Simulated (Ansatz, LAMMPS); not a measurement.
**Glassy 63SiO2-14B2O3-11Na2O-11CaO (mol %) (111 atoms): a single point**

Aim: energy, forces, charges and density of states of glassy 63SiO2-14B2O3-11Na2O-11CaO (mol %) (111 atoms) at a fixed geometry.

Main program and level: Ansatz 0.2.0; Kohn-Sham DFT, PBEsol, PAW (set soft_2), plane waves.

### 1. The starting structure

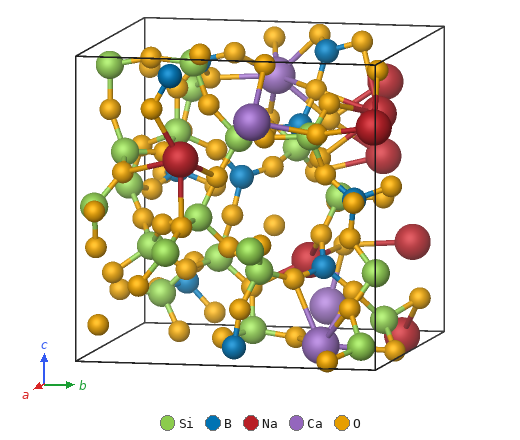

The cell as given, slightly off an axis (silicon green, boron blue, sodium red, calcium purple, oxygen orange). Bonds to atoms that aren't drawn are left out. Some periodic images of atoms are drawn too.

The cell holds 111 atoms: 22 Si, 10 B, 8 Na, 4 Ca and 67 O. Cell: a = 11.089 Å, b = 11.089 Å, c = 11.089 Å, α = 90.0°, β = 90.0°, γ = 90.0°. 111 atoms (22 Si, 10 B, 8 Na, 4 Ca, 67 O) placed at random at 2.33 g/cm³, melted at 3000 K for 20 ps at fixed volume with the Buckingham and Coulomb pair potential of Guillot and Sator (Geochim. Cosmochim. Acta 71, 1249 (2007)) with the boron terms of Wang et al. (J. Non-Cryst. Solids 498, 294 (2018)). Quenched from 3000 K to 300 K at 10 K/ps and fixed volume, held 10 ps at zero pressure.

Before any run, some limits are plain. The quench rate of 10 K/ps is many orders above laboratory rates, so the cell is likely richer in defects and strain than a real sample. The network of bonds at the start is that of the classical potential that made the cell, and needn't be the one that DFT or experiment would give. Only the Γ point is sampled, in a cell whose shortest periodic width is 11 Å.

### 2. Making the structure

A classical potential supplies the starting structure, since it reaches far longer times than DFT.

This step: classical MD, Buckingham and Coulomb pair potential of Guillot and Sator (Geochim. Cosmochim. Acta 71, 1249 (2007)) with the boron terms of Wang et al. (J. Non-Cryst. Solids 498, 294 (2018)) (LAMMPS 22 Jul 2025 - Update 4).

The input, in.lmp:

```
# melt-quench of Si22B10Na8Ca4O67
units metal
atom_style charge
boundary p p p
region box block 0 11.5178 0 11.5178 0 11.5178
create_box 5 box
mass 1 28.0850   # Si
mass 2 10.8100   # B
mass 3 22.9898   # Na
mass 4 40.0780   # Ca
mass 5 15.9990   # O
create_atoms 1 random 22 97816 NULL overlap 1.5 maxtry 2000
create_atoms 2 random 10 97823 NULL overlap 1.5 maxtry 2000
create_atoms 3 random 8 97830 NULL overlap 1.5 maxtry 2000
create_atoms 4 random 4 97837 NULL overlap 1.5 maxtry 2000
create_atoms 5 random 67 97844 NULL overlap 1.5 maxtry 2000
pair_style buck/coul/long 9.0
pair_coeff * * 0.0 1.0 0.0
pair_coeff 1 5 50306.10 0.161 46.2978   # Si-O
pair_coeff 2 5 206941.81 0.124 35.0018   # B-O
pair_coeff 3 5 120303.80 0.17 0   # Na-O
pair_coeff 4 5 155667.70 0.178 42.2597   # Ca-O
pair_coeff 5 5 9022.79 0.265 85.0921   # O-O
pair_coeff 2 2 484.40 0.35 0.0   # B-B
pair_coeff 1 2 337.70 0.29 0.0   # Si-B
set type 1 charge 1.89
set type 2 charge 1.4175
set type 3 charge 0.4725
set type 4 charge 0.945
set type 5 charge -0.945
kspace_style pppm 1.0e-4
neigh_modify delay 0 every 1 check yes
thermo_style custom step time temp pe press density
thermo_modify norm yes
# [... 17 lines left out ...]
fix md all nvt temp 3000 300 0.1
run 270000 post no
unfix md
thermo 3333
fix md all npt temp 300 300 0.1 iso 0 0 1
run 10000 post no
unfix md
write_dump all custom glass.dump id type xs ys zs modify sort id
```

Started as:

```sh
$ lmp -in in.lmp -log none -nocite
```

Numbers of over 12 decimals in the logs are rounded to 6 here.

The log of the run:

```text
LAMMPS (22 Jul 2025 - Update 4)
Created orthogonal box = (0 0 0) to (11.5178 11.5178 11.5178)
Created 22 atoms
Created 10 atoms
Created 8 atoms
Created 4 atoms
Created 67 atoms
PPPM initialization ...
  G vector (1/distance) = 0.33002151
  grid = 10 10 10
  estimated relative force accuracy = 5.5309723e-05
   Step          Time           Temp          PotEng         Press         Density
         0   0              0              4.1614738      1498562.9      2.3280214
       100   0.1            0             -10.25449      -14656.515      2.3280214
       113   0.113          0             -10.276502     -14108.898      2.3280214
[... 19 lines left out ...]
[... 2 lines left out ...]
Loop time of 15.4275 s on 1 MPI rank(s) for 20000 steps with 111 atoms
   Step          Time           Temp          PotEng         Press         Density
[... 12 lines left out ...]
Loop time of 223.28 s on 1 MPI rank(s) for 270000 steps with 111 atoms
   Step          Time           Temp          PotEng         Press         Density
[... 1 line left out ...]
    293304   293.304        311.0117      -10.479918     -3577.5873      2.6011638
    296637   296.637        242.65622     -10.479209      12471.333      2.6352119
    299970   299.97         288.11826     -10.477053     -5572.6348      2.5931931
    301000   301            293.66769     -10.479077     -1353.049       2.6089689
Loop time of 6.87087 s on 1 MPI rank(s) for 10000 steps with 111 atoms
```

The job ended after 4.1 min (1 thread of AMD EPYC 7R43, shared host; peak memory 0.069 GiB).

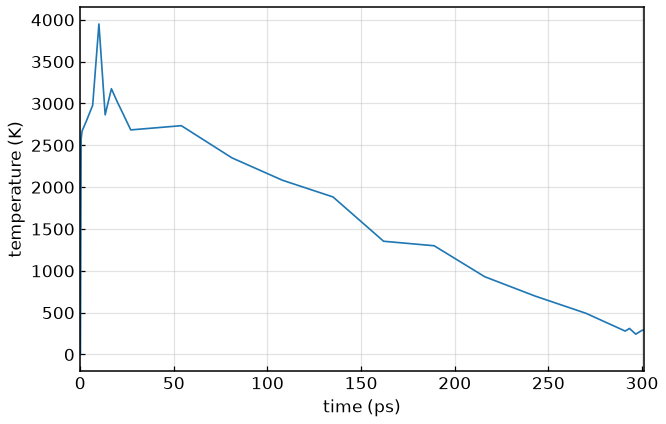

Temperature, plotted against time.

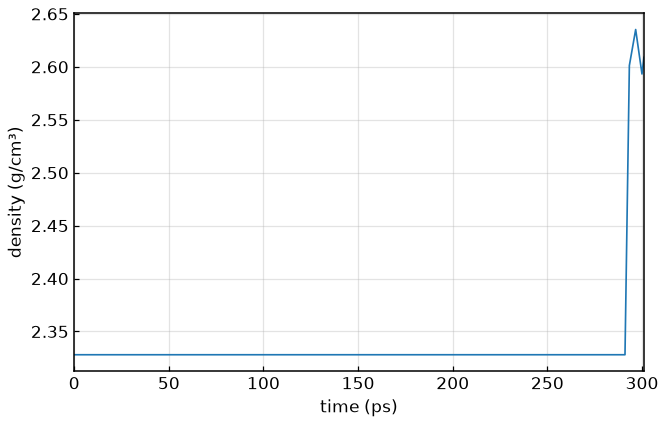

Density, plotted against time.

### 3. Plane-wave single point

The electrons are solved once, with the atoms held.

The input, input.yaml:

```yaml
crystal:
  lattice:
    - [11.08857, 0.0, 0.0]
    - [0.0, 11.08857, 0.0]
    - [0.0, 0.0, 11.08857]
  atoms:
    - { symbol: Si, position: [0.86494, 0.921, 0.05758] }
    - { symbol: Si, position: [0.66119, 0.08699, 0.64645] }
    - { symbol: Si, position: [0.72801, 0.55, 0.27824] }
    - { symbol: Si, position: [0.26456, 0.11906, 0.1348] }
    - { symbol: Si, position: [0.36486, 0.73466, 0.48144] }
    - { symbol: Si, position: [0.71727, 0.34385, 0.44545] }
    - { symbol: Si, position: [0.42945, 0.20743, 0.68487] }
    - { symbol: Si, position: [0.554, 0.14895, 0.32663] }
    - { symbol: Si, position: [0.98257, 0.57779, 0.37436] }
    - { symbol: Si, position: [0.85798, 0.02916, 0.48968] }
    - { symbol: Si, position: [0.37302, 0.33318, 0.26981] }
    - { symbol: Si, position: [0.7119, 0.9351, 0.27931] }
    - { symbol: Si, position: [0.12305, 0.53616, 0.60592] }
    - { symbol: Si, position: [0.99338, 0.29778, 0.36348] }
    - { symbol: Si, position: [0.64322, 0.03215, 0.92746] }
    - { symbol: Si, position: [0.10566, 0.18208, 0.78843] }
    - { symbol: Si, position: [0.43943, 0.46224, 0.04522] }
    - { symbol: Si, position: [0.43554, 0.89919, 0.09068] }
    - { symbol: Si, position: [0.72457, 0.7204, 0.72334] }
    - { symbol: Si, position: [0.66285, 0.31635, 0.94564] }
    - { symbol: Si, position: [0.35215, 0.02913, 0.49824] }
    - { symbol: Si, position: [0.64062, 0.4624, 0.70029] }
    - { symbol: B, position: [0.42781, 0.61844, 0.71885] }
    - { symbol: B, position: [0.99215, 0.31254, 0.94285] }
    - { symbol: B, position: [0.80372, 0.48292, 0.03523] }
    - { symbol: B, position: [0.32671, 0.25726, 0.9077] }
    - { symbol: B, position: [0.00945, 0.1439, 0.14019] }
    - { symbol: B, position: [0.35209, 0.68881, 0.95468] }
    - { symbol: B, position: [0.6895, 0.85762, 0.51505] }
    - { symbol: B, position: [0.52465, 0.71817, 0.27011] }
    - { symbol: B, position: [0.33492, 0.4009, 0.53169] }
    - { symbol: B, position: [0.112, 0.13567, 0.51884] }
    - { symbol: Na, position: [0.88667, 0.32329, 0.65621] }
    - { symbol: Na, position: [0.0768, 0.82107, 0.82389] }
    - { symbol: Na, position: [0.42345, 0.87858, 0.76375] }
    - { symbol: Na, position: [0.02565, 0.80232, 0.57267] }
    - { symbol: Na, position: [0.16918, 0.89805, 0.00625] }
    - { symbol: Na, position: [0.919, 0.97566, 0.78417] }
    - { symbol: Na, position: [0.08481, 0.91369, 0.30219] }
    - { symbol: Na, position: [0.26462, 0.6106, 0.25684] }
    - { symbol: Ca, position: [0.94926, 0.57641, 0.79419] }
    - { symbol: Ca, position: [0.20363, 0.48767, 0.85062] }
    - { symbol: Ca, position: [0.64272, 0.73545, 0.02812] }
    - { symbol: Ca, position: [0.0206, 0.61725, 0.07527] }
    - { symbol: O, position: [0.3679, 0.88138, 0.48217] }
    - { symbol: O, position: [0.21573, 0.26876, 0.83806] }
    - { symbol: O, position: [0.79723, 0.36834, 0.99102] }
    - { symbol: O, position: [0.12526, 0.07521, 0.13166] }
    - { symbol: O, position: [0.85964, 0.77299, 0.7483] }
    - { symbol: O, position: [0.86345, 0.32146, 0.43121] }
    - { symbol: O, position: [0.1198, 0.04496, 0.8542] }
    - { symbol: O, position: [0.37721, 0.32678, 0.62432] }
    - { symbol: O, position: [0.0288, 0.67236, 0.27833] }
    - { symbol: O, position: [0.98233, 0.20497, 0.25085] }
    - { symbol: O, position: [0.3803, 0.38044, 0.41153] }
    - { symbol: O, position: [0.5401, 0.95897, 0.00413] }
    - { symbol: O, position: [0.66697, 0.43477, 0.3441] }
    - { symbol: O, position: [0.67015, 0.75706, 0.59215] }
    - { symbol: O, position: [0.13984, 0.64928, 0.70345] }
    - { symbol: O, position: [0.57442, 0.39321, 0.03445] }
    - { symbol: O, position: [0.60662, 0.03367, 0.24239] }
    - { symbol: O, position: [0.63929, 0.0329, 0.78113] }
    - { symbol: O, position: [0.63158, 0.96782, 0.55483] }
    - { symbol: O, position: [0.0251, 0.43867, 0.3348] }
    - { symbol: O, position: [0.4082, 0.67985, 0.61121] }
    - { symbol: O, position: [0.43738, 0.0961, 0.39954] }
    - { symbol: O, position: [0.98118, 0.24888, 0.83214] }
    - { symbol: O, position: [0.97329, 0.83299, 0.02005] }
    - { symbol: O, position: [0.31483, 0.18778, 0.01736] }
    - { symbol: O, position: [0.83226, 0.57787, 0.37521] }
    - { symbol: O, position: [0.23762, 0.63908, 0.99276] }
    - { symbol: O, position: [0.44462, 0.69165, 0.36436] }
    - { symbol: O, position: [0.65416, 0.17225, 0.95687] }
    - { symbol: O, position: [0.37946, 0.07746, 0.63076] }
    - { symbol: O, position: [0.74466, 0.57027, 0.71739] }
    - { symbol: O, position: [0.66689, 0.83826, 0.38501] }
    - { symbol: O, position: [0.79761, 0.58443, 0.96331] }
    - { symbol: O, position: [0.2763, 0.22889, 0.24059] }
    [... 27 atom lines left out ...]
    - { symbol: O, position: [0.01561, 0.43693, 0.94991] }
    - { symbol: O, position: [0.61894, 0.63928, 0.24021] }
    - { symbol: O, position: [0.50034, 0.25472, 0.24597] }
    - { symbol: O, position: [0.99838, 0.06205, 0.49268] }
    - { symbol: O, position: [0.68743, 0.39967, 0.57604] }
    - { symbol: O, position: [0.3794, 0.65963, 0.83016] }
kpoints:
  mp_grid: { grid: [1, 1, 1] }
hamiltonian:
  xc: pbesol
scf:
  occupations: { method: fixed }
output:
  forces: true
  stress: true
  populations: true
  dos:
    method: { smearing: { sigma: 0.1 } }
    de: 0.1
    projected: { site_lists: { B: [B], Ca: [Ca], Na: [Na], O: [O], Si: [Si] } }
  eigenvalues: true
  write_density: true
  write_potential: true
  volumetric_format: npy
```

Started as:

```sh
$ ansatz run input.yaml --threads 8 --pin off --max-ram 15872MiB --backend cpu --events-out ev --progress --plain --runs-dir out
```

The log of the run:

```text
Engine: ansatz 0.2.0, x86_64-unknown-linux-gnu
Pseudopotentials: kind: paw
Pseudopotential: Si, paw, valence charge 4, recommended cutoff 420 eV (normal), Si.paw.azcp
Pseudopotential: B, paw, valence charge 3, recommended cutoff 420 eV (normal), B.paw.azcp
Pseudopotential: Na, paw, valence charge 9, recommended cutoff 420 eV (normal), Na.paw.azcp
Pseudopotential: Ca, paw, valence charge 10, recommended cutoff 420 eV (normal), Ca.paw.azcp
Pseudopotential: O, paw, valence charge 6, recommended cutoff 420 eV (normal), O.paw.azcp
[... 3 lines on functional and potentials left out ...]
Crystal: 111 atoms, lattice volume = 1363.410 Å³
Basis set: ecut = 420 eV, 26745 PW (Γ), exchange–correlation on 150×150×150 points (8 copies of the dense FFT grid, shifted against one another)
Bands: 427, of which v1, the nominal top of the filled ones, is band 316 counted from 1 (315 counted from 0)
Symmetry: 1 space group operations
Space group: P1 (ITA 1), of the structure as read, at distance tolerance 1.1e-4 Å
k-points: 1
[... 16 lines on functional and potentials left out ...]
Initial density: superposition of atomic densities (neutral atoms: chi_scale 0, normalization atom), corrected by the library's trained network
Initial wavefunctions: pseudopotential atomic-orbital guess
Functional: x = pbesol(κ = 0.804, μ = 0.123457), c = pbesol(β = 0.046)
SCF iter   1: F=—  HF=-71867.090132 eV  |F-HF|=—  |Δ(HF+E_count)|=         —  Δρ=1.20e-2  dr2=1.65e0  ethr=1.77e-3  ⟨swp⟩=6.0  Hψ=1548  notcnv=0  defer=109
preconditioner: auto → Resta (q_TF=auto, 2.400 Å⁻¹)  ε∞=3.1  [insulator: Δε(μ)=2.495 eV  Ē_g=17.027 eV  n_scr=304 (ndim 8)  ℏωp=24.8 eV  f_vac=0.123  ε∞_Penn≈3.1]
SCF iter   2: F=—  HF=-71866.648916 eV  |F-HF|=—  |Δ(HF+E_count)|=   4.41e-1  Δρ=2.41e-3  dr2=8.14e-2  ethr=2.61e-4  ⟨swp⟩=2.0  Hψ=695  notcnv=0  defer=109
SCF iter   3: F=—  HF=-71866.636996 eV  |F-HF|=—  |Δ(HF+E_count)|=   1.19e-2  Δρ=1.11e-3  dr2=2.62e-2  ethr=1.29e-5  ⟨swp⟩=3.0  Hψ=534  notcnv=0  defer=109
SCF iter   4: F=—  HF=-71866.635564 eV  |F-HF|=—  |Δ(HF+E_count)|=   1.43e-3  Δρ=1.01e-3  dr2=1.46e-2  ethr=4.15e-6  ⟨swp⟩=3.0  Hψ=540  notcnv=0  defer=109
SCF iter   5: F=—  HF=-71866.632504 eV  |F-HF|=—  |Δ(HF+E_count)|=   3.06e-3  Δρ=1.88e-4  dr2=8.76e-4  ethr=2.31e-6  ⟨swp⟩=2.0  Hψ=532  notcnv=0  defer=109
SCF iter   6: F=—  HF=-71866.632654 eV  |F-HF|=—  |Δ(HF+E_count)|=   1.51e-4  Δρ=1.06e-4  dr2=1.51e-4  ethr=1.39e-7  ⟨swp⟩=2.0  Hψ=791  notcnv=0  defer=109
SCF iter   7: F=—  HF=-71866.632649 eV  |F-HF|=—  |Δ(HF+E_count)|=   5.10e-6  Δρ=3.27e-5  dr2=1.62e-5  ethr=2.40e-8  ⟨swp⟩=2.0  Hψ=543  notcnv=0  defer=109
SCF iter   8: F=—  HF=-71866.630784 eV  |F-HF|=—  |Δ(HF+E_count)|=   1.86e-3  Δρ=1.40e-5  dr2=2.72e-6  ethr=2.56e-9  ⟨swp⟩=2.0  Hψ=636  notcnv=0  defer=107
SCF iter   9: F=—  HF=-71866.630787 eV  |F-HF|=—  |Δ(HF+E_count)|=   2.97e-6  Δρ=6.97e-6  dr2=7.16e-7  ethr=4.30e-10  ⟨swp⟩=2.0  Hψ=617  notcnv=0  defer=108
SCF iter  10: F=—  HF=-71866.630788 eV  |F-HF|=—  |Δ(HF+E_count)|=   5.24e-7  Δρ=2.66e-6  dr2=1.09e-7  ethr=1.13e-10  ⟨swp⟩=2.0  Hψ=622  notcnv=0  defer=108
SCF iter  11: F=-71866.630788 eV  HF=-71866.630788 eV  |F-HF|=2.45e-8  |Δ(HF+E_count)|=   1.50e-7  Δρ=1.36e-6  dr2=2.97e-8  ethr=1.58e-11  ⟨swp⟩=23.0  Hψ=4472  notcnv=0
SCF 1 converged in 11 iterations: F = -71866.630788 eV  dr2 = 2.97e-8
  greatest PAW one-centre occupation: 0.999 electrons in one spin orbital (limit 2), on the Na atom at site 36 (counted from 0), in its partial waves of l = 0
SCF converged after 11 iterations
Free energy (F): -71866.630788 eV
Harris-Foulkes:  -71866.630788 eV  (|F-HF|=2.45e-8)
Internal energy: -71866.630788 eV  (E = F + TS)
E sigma→0 (E₀):  -71866.630788 eV
Fermi energy:    4.935165 eV
--- Per-component energies (eV) ---
  E_band       = -4136.788416
  E_kinetic    = 15408.473933
  E_local      = -45291.598990  (includes V_loc(G=0)·N_el)
  E_nonlocal   = 5067.017549
  E_hartree    = 16285.313133
  E_xc         = -7275.137815
  E_vxc        = -8781.675095  (∫ρ·V_xc dr)
  E_paw        = -27368.736981  (= ΣΔE_a)
  E_vpaw       = -3109.802108  (= ΣTr[D̂ρ^β])
  E_aug_tail   = 0.170131  (compensation charges beyond the density's cutoff)
  E_ewald      = -28696.250209
  E_core_change = 4.118461  (= ΣΔE_core)
  E_smearing   = -0.000000  (= −TS)
  E_closure    = -0.000000  (closes the sum)
  Σ components = -71866.630788   (vs F -71866.630788, Δ=0.00e0)
--- Forces (eV/Å), atoms counted from 1 ---
  atom   1  Si     2.21544458     3.60042350     2.23017193
  atom   2  Si    -1.73679552    -3.92879144    -2.20987796
  atom   3  Si     1.24639272    -2.00334854     0.71423805
  atom   4  Si    -0.79445185     4.29883430    -0.58946737
  atom   5  Si    -3.50793595    -0.31536100    -0.41397404
  atom   6  Si     0.90940006    -0.84262208    -2.11813042
  atom   7  Si    -0.33667161    -1.01508239     0.23907577
  atom   8  Si     0.70019232    -0.74903867     0.92424275
  atom   9  Si    -0.92170418    -2.22874810    -0.92777774
  atom  10  Si     0.00334940    -2.24936956    -1.64798135
  atom  11  Si     1.61004377    -2.73687608     1.74816493
  atom  12  Si     0.05978237     0.89436088     3.49315428
  atom  13  Si    -0.09938584     1.04131754     1.51662593
  atom  14  Si     0.03114616    -0.45619090    -0.98384210
[...]
atom 110  O     -0.21537871    -0.19693769     0.71398739
  atom 111  O     -0.04343733     0.08182430    -2.57286253
  max |Σ_I F_I| component: 2.61e-5 eV/Å
--- Stress (GPa, compression-positive) ---
       -1.734426       1.386307       1.782710
        1.386309      -5.247230      -1.770584
        1.782709      -1.770579      -2.289183
  P = ⅓ Tr σ = -3.0903 GPa (-30.903 kbar)
--- Band table (eV) ---
  k-point 0: bands = ["-47.3397", "-46.6981", "-46.4926", "-46.4020", [... 411 levels ...], "13.9760", "13.9866", "14.0226", "14.0759", "14.0861", "14.1849", "14.2139", "14.2173", "14.2463", "14.3207", "14.3728", "14.3900"]
--- Löwdin populations: 111 sites ---
  site symbol       q [e]
     0     Si      2.4073
     1     Si      2.3028
     2     Si      2.2526
[...]
110      O      6.4559
  spilling = 0.011663 (of n_electrons = 632.000000)
```

Elapsed: 24 s, on 8 threads of AMD EPYC 7R43, shared host; peak memory 2 GiB; 2.9 min of CPU time.

Reading the cycles: dr2 is the Hartree energy of the density residual (eV), the measure of convergence; HF is the Harris–Foulkes estimate of the energy, which meets the free energy F at convergence.

The run gave:

```
free energy                                      : -71866.6308 eV
free energy per atom                             : -647.4471 eV/atom
SCF cycles                                       : 11
pressure                                         : -3.09 GPa
r.m.s. force component                           : 1.133 eV/Å
longest force                                    : 4.831 eV/Å
Fermi energy                                     : 4.935 eV
gap (highest filled to lowest empty level) : 2.384 eV
spilling of the projection                       : 0.01166
```

Neighbours are counted within 2.08 Å (O-Si), 1.83 Å (O-B), 2.88 Å (O-Na), 3.02 Å (O-Ca).

Length of the force by element and coordination:

```
element  coordination  atoms  mean length of the force (eV/Å)  spread  least   most
      B           all     10                             2.22   0.842  0.837   3.70
      B             3      5                             2.26   0.691   1.58   3.47
      B             4      5                             2.19   0.968  0.837   3.70
     Ca           all      4                             1.44   0.504  0.858   2.16
     Ca             6      2                             1.25   0.387  0.858   1.63
     Ca             7      1                             1.10       0   1.10   1.10
     Ca             8      1                             2.16       0   2.16   2.16
     Na           all      8                            0.703   0.230  0.396   1.09
     Na             3      2                            0.645   0.249  0.396  0.893
     Na             4      3                            0.560   0.125  0.448  0.735
     Na             5      3                            0.884   0.169  0.682   1.09
      O           all     67                             1.47   0.662  0.235   4.43
      O             2     32                             1.46   0.715  0.594   4.43
      O             3     23                             1.49   0.681  0.235   2.80
      O             4     10                             1.50   0.451  0.879   2.57
      O             5      2                             1.34   0.337  0.999   1.67
     Si           all     22                             2.63    1.17   1.08   4.83
```

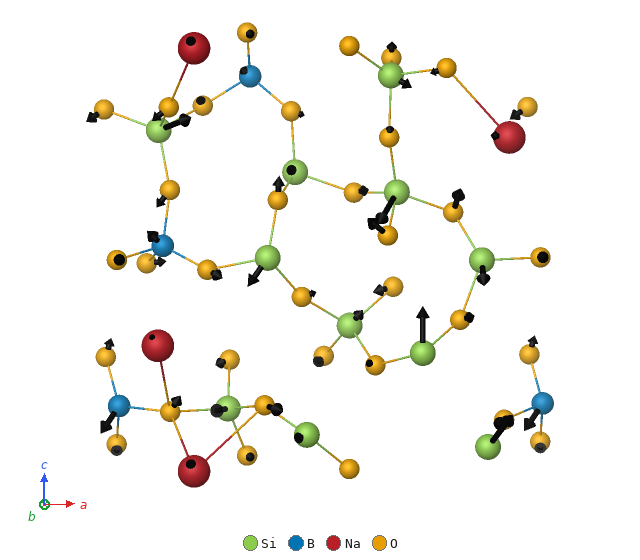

Forces as arrows; the longest in the cell is 4.83 eV/Å. Drawn is a slice 4 Å thick, seen along the normal of the ac plane. Bonds to atoms that aren't drawn are left out.

Löwdin charges by element and coordination (they lack the spilled electrons, 0.066 e an atom on average):

```
element  coordination  atoms  mean charge (e)  spread   least    most
      B           all     10            0.574  0.0428   0.506   0.663
      B             3      5            0.590  0.0494   0.521   0.663
      B             4      5            0.557   0.026   0.506   0.580
     Ca           all      4             1.76  0.0104    1.74    1.77
     Ca             6      2             1.75  0.0039    1.74    1.75
     Ca             7      1             1.76       0    1.76    1.76
     Ca             8      1             1.77       0    1.77    1.77
     Na           all      8            0.795  0.0268   0.740   0.836
     Na             3      2            0.807  0.0164   0.790   0.823
     Na             4      3            0.776  0.0255   0.740   0.798
     Na             5      3            0.807  0.0219   0.783   0.836
      O           all     67           -0.732   0.130   -1.02  -0.433
      O             2     32           -0.689   0.103  -0.923  -0.433
      O             3     23           -0.733     0.1  -0.978  -0.572
      O             4     10           -0.808   0.169  -0.985  -0.456
      O             5      2            -1.01  0.0035   -1.02   -1.01
     Si           all     22             1.69  0.0513    1.59    1.78
```

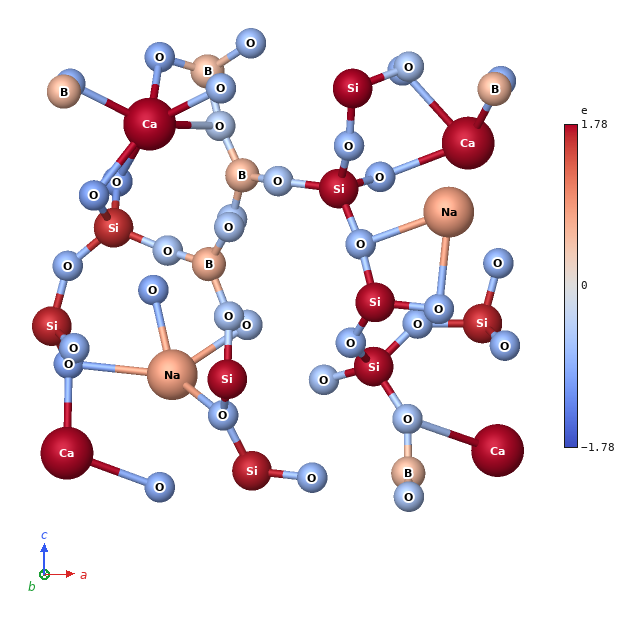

Atoms coloured by Löwdin charge. Drawn is a slice 4 Å thick, seen along the normal of the ac plane.

[end of part 1 of 2]

[Logs are printed without paths, hosts, clocks, repeated set-up lines and the standing remarks that a program may print on its own settings, such as how far it seeks lower states.]

[Hosts, paths, dates, database ids (printed as entryN), source tags and the programs' standing remarks are cut or masked in the printed files.]
